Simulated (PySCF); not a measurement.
C8H4N2S2, SMILES N#Cc1ccsc1-c1nccs1, singlet at its GFN2-xTB optimised geometry (Å):

```
16

N     -0.1411    -3.1323     0.0004
C      0.4382    -2.1418    -0.0013
C      1.1938    -0.9586     0.0000
C      2.6129    -0.9586     0.0000
C      3.1281     0.2958     0.0000
S      1.9154     1.5162    -0.0004
C      0.6630     0.3214     0.0000
C     -0.6963     0.7442    -0.0001
N     -1.0502     1.9908    -0.0003
C     -2.3842     2.1403    -0.0003
C     -3.0991     0.9800    -0.0001
S     -2.0529    -0.3801     0.0000
H      3.1982    -1.8603    -0.0002
H      4.1618     0.5792    -0.0002
H     -2.7974     3.1323    -0.0004
H     -4.1618     0.8488     0.0000
```

Method: PBE0/def2-TZVP (PySCF). Cells within 0.4 Å of a nucleus heavier than hydrogen are left out (blank, or x).

Map of the deformation density (molecule minus spherical neutral atoms) (e/bohr³), clipped to [-0.15, 0.15] on the plane z = 0.0 Å:

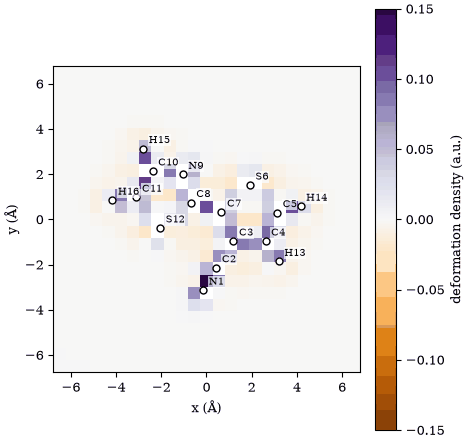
Fig. 1. Deformation density (molecule minus spherical neutral atoms) (e/bohr³), clipped to [-0.15, 0.15] on the plane z = 0.0 Å.
